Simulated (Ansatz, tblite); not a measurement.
**Sn(tBu)Me3 (C₇H₁₈Sn): removing and adding an electron**

Aim: the energy of removing and adding an electron for Sn(tBu)Me3 (C₇H₁₈Sn), by energy differences, and how well orbital energies stand in for it.

Computed with Ansatz 0.2.0, Gaussian basis. Level: as each input shows.

Plan: charge +1 doublet, at the geometry of the singlet (PBE0-D4/def2-TZVP, PBE-D4/def2-TZVP, B3LYP-D4/def2-TZVP); charge -1 doublet, at the geometry of the singlet (PBE0-D4/def2-TZVP, PBE-D4/def2-TZVP, B3LYP-D4/def2-TZVP); the starting singlet's energies come from earlier runs.

## 1. The relaxed structure

The geometry is that of the singlet, from an earlier relaxation (PBE-D4/def2-SVP).

26 atoms, charge 0, spin multiplicity 1.

Atoms are counted from 1 here; the program's logs count them from 0.

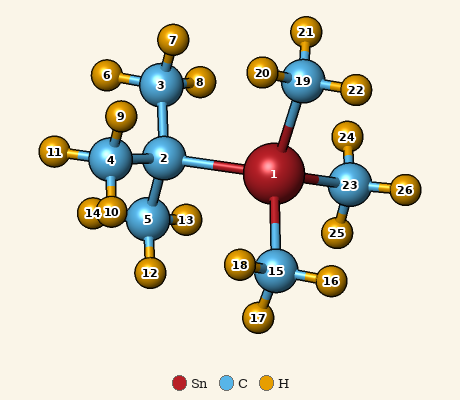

The geometry (tin red, carbon blue, hydrogen amber); atoms are numbered from 1 in the order of the file.

Sn takes a core potential in the def2 sets. No spin-orbit coupling is included.

## 2. Charge +1 doublet at the fixed geometry, PBE0-D4/def2-TZVP

The input, in.yaml:

```yaml
crystal:
  periodic: [false, false, false]
  atoms:
    - {symbol: Sn, position_ang: [0.003466, 0.001891, -1.005609]}
    - {symbol: C, position_ang: [-0.004098, -0.003177, 1.213531]}
    - {symbol: C, position_ang: [-1.450013, 0.168343, 1.694895]}
    - {symbol: C, position_ang: [0.865585, 1.160501, 1.704762]}
    - {symbol: C, position_ang: [0.567177, -1.340959, 1.699071]}
    - {symbol: H, position_ang: [-1.496269, 0.167976, 2.809682]}
    - {symbol: H, position_ang: [-1.894130, 1.126449, 1.351812]}
    - {symbol: H, position_ang: [-2.108997, -0.653648, 1.343387]}
    - {symbol: H, position_ang: [0.485262, 2.144172, 1.356544]}
    - {symbol: H, position_ang: [1.918907, 1.067348, 1.366064]}
    - {symbol: H, position_ang: [0.883206, 1.195115, 2.819827]}
    - {symbol: H, position_ang: [1.610756, -1.500788, 1.354256]}
    - {symbol: H, position_ang: [-0.038333, -2.204765, 1.352530]}
    - {symbol: H, position_ang: [0.583555, -1.380377, 2.813998]}
    - {symbol: C, position_ang: [2.062525, -0.001623, -1.720431]}
    - {symbol: H, position_ang: [2.083499, -0.059202, -2.826344]}
    - {symbol: H, position_ang: [2.610083, -0.872777, -1.310339]}
    - {symbol: H, position_ang: [2.580102, 0.924919, -1.403870]}
    - {symbol: C, position_ang: [-1.017715, 1.788036, -1.725283]}
    - {symbol: H, position_ang: [-0.551853, 2.696241, -1.295100]}
    - {symbol: H, position_ang: [-2.085536, 1.763475, -1.432500]}
    - {symbol: H, position_ang: [-0.954108, 1.847014, -2.829474]}
    - {symbol: C, position_ang: [-1.027253, -1.774354, -1.736006]}
    - {symbol: H, position_ang: [-2.060521, -1.809461, -1.338473]}
    - {symbol: H, position_ang: [-0.491199, -2.688572, -1.414373]}
    - {symbol: H, position_ang: [-1.074096, -1.761757, -2.842547]}
basis:
  gaussian: {orbitals: def2-TZVP}
total_charge: 1
magnetization: {spin_polarized: true, initial_magnetization: 1}
hamiltonian: {xc: pbe0, dispersion: d4}
scf: {omitted_lower_state_checks: [starts]}
output: {orbitals: {seedname: orbitals}}
```

Started as:

```sh
ansatz run in.yaml --threads 2 --pin off --events-out ev --progress --plain --max-ram 32768MiB --backend cuda --devices 0, --max-vram 18GiB
```

The log of the run:

```text
Functional definition: PBE0
  name "PBE0"
  cite "Adamo & Barone, J. Chem. Phys. 110, 6158 (1999) doi:10.1063/1.478522"
  cite "Perdew, Burke & Ernzerhof, Phys. Rev. Lett. 77, 3865 (1996) doi:10.1103/PhysRevLett.77.3865"
  parent pbe
  parameter a = 0.25
  parameter kappa = 0.804
  parameter beta = 0.06672455060314922
  exchange = (1 - a)*pbe_x(kappa = kappa, mu = beta*pi^2/3) + a*exact_x
  correlation = pbe_c(beta = beta)
these checks for a lower state are left out or cut short: starts
2513 factors; their error is unknown
mean field evaluation 1: about -13341.4870 eV, gradient 7.9e1 eV
mean field evaluation 2: about -13333.0434 eV, gradient 8.5e1 eV
mean field evaluation 4: about -13369.7809 eV, gradient 3.2e0 eV
mean field evaluation 8: about -13369.8234 eV, gradient 6.4e-2 eV
mean field evaluation 16: about -13369.8494 eV, gradient 9.7e-4 eV
mean field -13369.84939260 eV, -491.3329027688 hartree, gradient 2.0e-5 eV, S^2 0.753744; 0 other end points of the search recorded, 0 dependent functions left out
reference -13369.84943477 eV, -491.3329043185 hartree; 41, 40 occupied and 334, 335 virtual orbitals, 2513 factors
Total energy: -13370.38651034 eV, -491.3526414814 hartree
Checks for a lower state left out: starts
```

Run time: 9.5 s. Hardware: 1 × H100 (card shared with other runs) with 2 threads of AMD EPYC 7R13, shared host; peak host memory 1 GiB.

Report: HOMO -11.98 eV, LUMO -9.73 eV (over both spins); ⟨S²⟩ 0.754 (pure: 0.75).

## 3. Charge +1 doublet at the fixed geometry, PBE-D4/def2-TZVP

start.molden holds the orbitals of an earlier run on this state, given as this run's starting guess.

Edit in.yaml of step 2 so:

```diff
@@ -30,6 +30,6 @@
 basis:
-  gaussian: {orbitals: def2-TZVP}
+  gaussian: {orbitals: def2-TZVP, initial_orbitals: start.molden}
 total_charge: 1
 magnetization: {spin_polarized: true, initial_magnetization: 1}
-hamiltonian: {xc: pbe0, dispersion: d4}
+hamiltonian: {xc: pbe, dispersion: d4}
 scf: {omitted_lower_state_checks: [starts]}
```

Launched as before.

The log of the run:

```text
Functional definition: PBE
  name "PBE"
  cite "Perdew, Burke & Ernzerhof, Phys. Rev. Lett. 77, 3865 (1996) doi:10.1103/PhysRevLett.77.3865"
  parent pbe
  parameter kappa = 0.804
  parameter beta = 0.06672455060314922
  exchange = pbe_x(kappa = kappa, mu = beta*pi^2/3)
  correlation = pbe_c(beta = beta)
these checks for a lower state are left out or cut short: starts
2440 factors; their error is unknown
mean field evaluation 1: about -13368.0895 eV, gradient 7.9e0 eV
mean field evaluation 2: about -13368.2800 eV, gradient 2.0e-1 eV
mean field evaluation 4: about -13368.2000 eV, gradient 2.8e-3 eV
mean field evaluation 8: about -13368.2000 eV, gradient 7.0e-6 eV
mean field -13368.19997400 eV, -491.2722877532 hartree, gradient 7.0e-6 eV, S^2 0.751961; 0 other end points of the search recorded, 0 dependent functions left out
reference -13368.20003113 eV, -491.2722898524 hartree; 41, 40 occupied and 334, 335 virtual orbitals, 2440 factors
Total energy: -13368.81889203 eV, -491.2950325713 hartree
Checks for a lower state left out: starts
```

Wall time 7.5 s (1 × H100 (card shared with other runs) with 2 threads of AMD EPYC 7R13, shared host); peak host memory 0.97 GiB.

HOMO -10.88 eV, LUMO -10.45 eV (over both spins); ⟨S²⟩ 0.752 (pure: 0.75).

## 4. Charge +1 doublet at the fixed geometry, B3LYP-D4/def2-TZVP

Edit in.yaml of step 3 so:

```diff
@@ -33,3 +33,3 @@
 magnetization: {spin_polarized: true, initial_magnetization: 1}
-hamiltonian: {xc: pbe, dispersion: d4}
+hamiltonian: {xc: {name: B3LYP}, dispersion: d4}
 scf: {omitted_lower_state_checks: [starts]}
```

Same command.

The log of the run:

```text
Functional definition: B3LYP
  name "B3LYP"
  cite "Stephens, Devlin, Chabalowski & Frisch, J. Phys. Chem. 98, 11623 (1994) doi:10.1021/j100096a001"
  cite "Becke, Phys. Rev. A 38, 3098 (1988) doi:10.1103/PhysRevA.38.3098"
  cite "Lee, Yang & Parr, Phys. Rev. B 37, 785 (1988) doi:10.1103/PhysRevB.37.785"
  cite "Vosko, Wilk & Nusair, Can. J. Phys. 58, 1200 (1980) doi:10.1139/p80-159"
  parameter a0 = 0.2
  parameter ax = 0.72
  parameter ac = 0.81
  exchange = (1 - a0 - ax)*slater_x + ax*b88_x + a0*exact_x
  correlation = (1 - ac)*vwn_rpa_c + ac*lyp_c
these checks for a lower state are left out or cut short: starts
2484 factors; their error is unknown
mean field evaluation 1: about -13381.4744 eV, gradient 6.8e0 eV
mean field evaluation 2: about -13381.6254 eV, gradient 1.3e-1 eV
mean field evaluation 4: about -13381.6248 eV, gradient 7.9e-4 eV
mean field -13381.62477713 eV, -491.7656401686 hartree, gradient 1.7e-5 eV, S^2 0.753071; 0 other end points of the search recorded, 0 dependent functions left out
reference -13381.62514302 eV, -491.7656536148 hartree; 41, 40 occupied and 334, 335 virtual orbitals, 2484 factors
Total energy: -13382.60414924 eV, -491.8016314297 hartree
Checks for a lower state left out: starts
```

Wall time 7.5 s (1 × H100 (card shared with other runs) with 2 threads of AMD EPYC 7R13, shared host); peak host memory 0.96 GiB.

HOMO -11.78 eV, LUMO -9.98 eV (over both spins); ⟨S²⟩ 0.753 (pure: 0.75).

## 5. Vertical ionisation energy

Charged state less starting state, singlet to doublet; the starting state's energies are those of its earlier runs.

| level | vertical ionisation energy (eV) | time |
| --- | --- | --- |
| PBE-D4/def2-TZVP | +8.09 | 13 s |
| B3LYP-D4/def2-TZVP | +8.32 | 15 s |
| PBE0-D4/def2-TZVP | +8.26 | 18 s |

Times add the two runs; a level without a time comes out of a correlated run.

Beside −ε(HOMO) of the starting state:

| level | −ε(HOMO) (eV) | by difference (eV) | mismatch (eV) |
| --- | --- | --- | --- |
| PBE-D4/def2-TZVP | 5.59 | 8.09 | -2.50 |
| B3LYP-D4/def2-TZVP | 6.49 | 8.32 | -1.83 |
| PBE0-D4/def2-TZVP | 6.66 | 8.26 | -1.60 |

## 6. Charge -1 doublet at the fixed geometry, PBE0-D4/def2-TZVP

Edit in.yaml of step 4 so:

```diff
@@ -30,6 +30,6 @@
 basis:
-  gaussian: {orbitals: def2-TZVP, initial_orbitals: start.molden}
-total_charge: 1
+  gaussian: {orbitals: def2-TZVP}
+total_charge: -1
 magnetization: {spin_polarized: true, initial_magnetization: 1}
-hamiltonian: {xc: {name: B3LYP}, dispersion: d4}
+hamiltonian: {xc: pbe0, dispersion: d4}
 scf: {omitted_lower_state_checks: [starts]}
```

Launched as before.

The log of the run:

```text
Functional definition: PBE0
  name "PBE0"
  cite "Adamo & Barone, J. Chem. Phys. 110, 6158 (1999) doi:10.1063/1.478522"
  cite "Perdew, Burke & Ernzerhof, Phys. Rev. Lett. 77, 3865 (1996) doi:10.1103/PhysRevLett.77.3865"
  parent pbe
  parameter a = 0.25
  parameter kappa = 0.804
  parameter beta = 0.06672455060314922
  exchange = (1 - a)*pbe_x(kappa = kappa, mu = beta*pi^2/3) + a*exact_x
  correlation = pbe_c(beta = beta)
these checks for a lower state are left out or cut short: starts
2513 factors; their error is unknown
mean field evaluation 1: about -13355.7359 eV, gradient 6.6e1 eV
mean field evaluation 2: about -13342.5441 eV, gradient 8.0e1 eV
mean field evaluation 4: about -13376.2977 eV, gradient 6.4e0 eV
mean field evaluation 8: about -13376.5035 eV, gradient 2.9e-1 eV
mean field evaluation 16: about -13376.5339 eV, gradient 7.3e-3 eV
mean field -13376.53394738 eV, -491.5785556257 hartree, gradient 2.6e-5 eV, S^2 0.750672; 0 other end points of the search recorded, 0 dependent functions left out
reference -13376.53399816 eV, -491.5785574919 hartree; 42, 41 occupied and 333, 334 virtual orbitals, 2513 factors
Total energy: -13377.17068812 eV, -491.6019554163 hartree
Checks for a lower state left out: starts
```

It took 19 s on 1 × H100 (card shared with other runs) with 2 threads of AMD EPYC 7R13, shared host; peak host memory 1 GiB.

Report: HOMO 2.67 eV, LUMO 3.79 eV (over both spins); ⟨S²⟩ 0.751 (pure: 0.75). Doubts: highest occupied level lies above zero.

## 7. Charge -1 doublet at the fixed geometry, PBE-D4/def2-TZVP

Edit in.yaml of step 6 so:

```diff
@@ -30,6 +30,6 @@
 basis:
-  gaussian: {orbitals: def2-TZVP}
+  gaussian: {orbitals: def2-TZVP, initial_orbitals: start.molden}
 total_charge: -1
 magnetization: {spin_polarized: true, initial_magnetization: 1}
-hamiltonian: {xc: pbe0, dispersion: d4}
+hamiltonian: {xc: pbe, dispersion: d4}
 scf: {omitted_lower_state_checks: [starts]}
```

Launched as before.

The log of the run:

```text
Functional definition: PBE
  name "PBE"
  cite "Perdew, Burke & Ernzerhof, Phys. Rev. Lett. 77, 3865 (1996) doi:10.1103/PhysRevLett.77.3865"
  parent pbe
  parameter kappa = 0.804
  parameter beta = 0.06672455060314922
  exchange = pbe_x(kappa = kappa, mu = beta*pi^2/3)
  correlation = pbe_c(beta = beta)
these checks for a lower state are left out or cut short: starts
2440 factors; their error is unknown
mean field evaluation 1: about -13374.8936 eV, gradient 7.9e0 eV
mean field evaluation 2: about -13375.0747 eV, gradient 1.9e-1 eV
mean field evaluation 4: about -13375.0010 eV, gradient 1.1e-2 eV
mean field evaluation 8: about -13375.0010 eV, gradient 1.1e-5 eV
mean field -13375.00095188 eV, -491.5222190802 hartree, gradient 1.2e-5 eV, S^2 0.750321; 0 other end points of the search recorded, 0 dependent functions left out
reference -13375.00102095 eV, -491.5222216185 hartree; 42, 41 occupied and 333, 334 virtual orbitals, 2440 factors
Total energy: -13375.73423175 eV, -491.5491666185 hartree
Checks for a lower state left out: starts
```

Wall time 9.5 s (1 × H100 (card shared with other runs) with 2 threads of AMD EPYC 7R13, shared host); peak host memory 0.97 GiB.

From the report: HOMO 2.84 eV, LUMO 3.05 eV (over both spins); ⟨S²⟩ 0.750 (pure: 0.75). Doubts: highest occupied level lies above zero.

## 8. Charge -1 doublet at the fixed geometry, B3LYP-D4/def2-TZVP

Edit in.yaml of step 7 so:

```diff
@@ -33,3 +33,3 @@
 magnetization: {spin_polarized: true, initial_magnetization: 1}
-hamiltonian: {xc: pbe, dispersion: d4}
+hamiltonian: {xc: {name: B3LYP}, dispersion: d4}
 scf: {omitted_lower_state_checks: [starts]}
```

The command is unchanged.

The log of the run:

```text
Functional definition: B3LYP
  name "B3LYP"
  cite "Stephens, Devlin, Chabalowski & Frisch, J. Phys. Chem. 98, 11623 (1994) doi:10.1021/j100096a001"
  cite "Becke, Phys. Rev. A 38, 3098 (1988) doi:10.1103/PhysRevA.38.3098"
  cite "Lee, Yang & Parr, Phys. Rev. B 37, 785 (1988) doi:10.1103/PhysRevB.37.785"
  cite "Vosko, Wilk & Nusair, Can. J. Phys. 58, 1200 (1980) doi:10.1139/p80-159"
  parameter a0 = 0.2
  parameter ax = 0.72
  parameter ac = 0.81
  exchange = (1 - a0 - ax)*slater_x + ax*b88_x + a0*exact_x
  correlation = (1 - ac)*vwn_rpa_c + ac*lyp_c
these checks for a lower state are left out or cut short: starts
2484 factors; their error is unknown
mean field evaluation 1: about -13388.3410 eV, gradient 6.9e0 eV
mean field evaluation 2: about -13388.4997 eV, gradient 1.4e-1 eV
mean field evaluation 4: about -13388.5055 eV, gradient 7.5e-3 eV
mean field evaluation 8: about -13388.5055 eV, gradient 1.9e-5 eV
mean field -13388.50549589 eV, -492.0185019189 hartree, gradient 1.9e-5 eV, S^2 0.750451; 0 other end points of the search recorded, 0 dependent functions left out
reference -13388.50590540 eV, -492.0185169682 hartree; 42, 41 occupied and 333, 334 virtual orbitals, 2484 factors
Total energy: -13389.66030080 eV, -492.0609402166 hartree
Checks for a lower state left out: starts
```

It took 11 s on 1 × H100 (card shared with other runs) with 2 threads of AMD EPYC 7R13, shared host; peak host memory 0.96 GiB.

Report: HOMO 2.64 eV, LUMO 3.52 eV (over both spins); ⟨S²⟩ 0.750 (pure: 0.75). Doubts: highest occupied level lies above zero.

## 9. Vertical electron affinity

Starting state less charged state (positive: the electron is bound), singlet to doublet; the starting state's energies are those of its earlier runs.

| level | vertical electron affinity (eV) | time |
| --- | --- | --- |
| PBE-D4/def2-TZVP | -1.18 | 15 s |
| B3LYP-D4/def2-TZVP | -1.27 | 18 s |
| PBE0-D4/def2-TZVP | -1.47 | 27 s |

Times add the two runs; a level without a time comes out of a correlated run.

Beside −ε(LUMO) of the starting state:

| level | −ε(LUMO) (eV) | by difference (eV) | mismatch (eV) |
| --- | --- | --- | --- |
| PBE-D4/def2-TZVP | 0.43 | -1.18 | +1.61 |
| B3LYP-D4/def2-TZVP | -0.06 | -1.27 | +1.20 |
| PBE0-D4/def2-TZVP | -0.37 | -1.47 | +1.10 |

## 10. Summary of results

```
                                            quantity                                 value
vertical ionisation energy, functionals in def2-TZVP   8.09 (PBE-D4) to 8.32 eV (B3LYP-D4)
vertical electron affinity, functionals in def2-TZVP  -1.47 (PBE0-D4) to -1.18 eV (PBE-D4)
```

What this shows: The vertical ionisation energy spans 8.09 to 8.32 eV over the functionals. −ε(HOMO) misses the level's own difference by -1.60 eV at best (PBE0-D4) and -2.50 eV at worst (PBE-D4). The vertical electron affinity spans -1.47 to -1.18 eV over the functionals. A negative affinity means an unbound electron, held by the basis alone. −ε(LUMO) misses the level's own difference by +1.10 eV at best (PBE0-D4) and +1.61 eV at worst (PBE-D4).
